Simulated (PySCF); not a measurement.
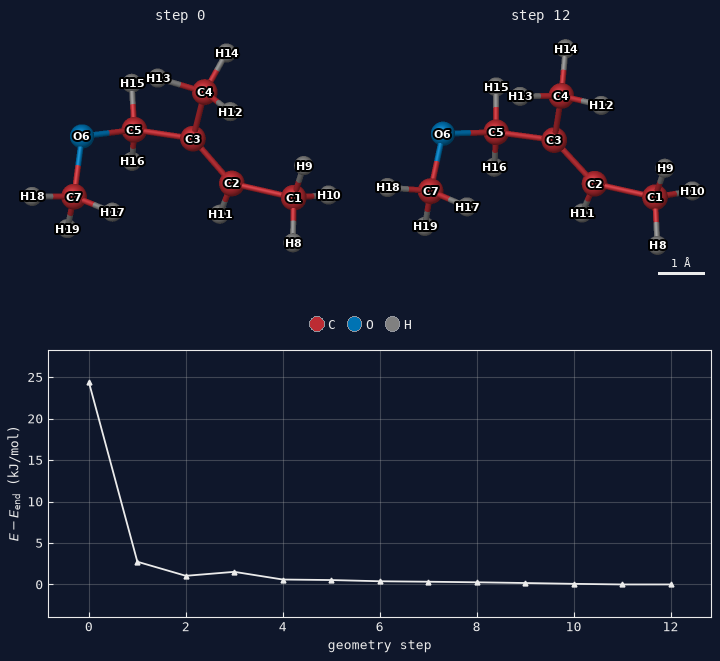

First and last geometry of a relaxation of C₆H₁₂O, with the history of the run. A ball-and-stick model, seen at a tilt.

The start comes from GFN2-xTB. Its atoms were then displaced at random by about 0.01 Å.

These are results of PBE0-D3(BJ)/def2-SVP geometry optimisation, gas phase in PySCF, not measurements. 

> What do the curves and the structures tell?

It converged. H13 moves most after the best rigid fit: 0.50 Å. Largest moves by element: H 0.50 Å, C 0.14 Å, O 0.10 Å. Near-neighbour distances that change, for instance: C4–H14 1.046 → 1.104 Å, C1–H10 1.057 → 1.103 Å, C4–H13 1.141 → 1.101 Å, C5–H16 1.076 → 1.109 Å. Among the angles between lasting bonds that change: C3–C4–H13 105.8° → 109.9°, H8–C1–H10 109.2° → 106.3°, H12–C4–H14 110.8° → 108.1°. Groups turn about C3–C4 by about 25°. The energy falls by 24.4 kJ/mol in 12 geometry steps.

| step | E − E(0), kJ/mol |
| --- | --- |
| 0 | 0.00 |
| 1 | -21.66 |
| 2 | -23.36 |
| 3 | -22.88 |
| 4 | -23.80 |
| 5 | -23.87 |
| 6 | -24.01 |
| 7 | -24.07 |
| 8 | -24.14 |
| 9 | -24.22 |
| 10 | -24.32 |
| 11 | -24.40 |
| 12 | -24.40 |
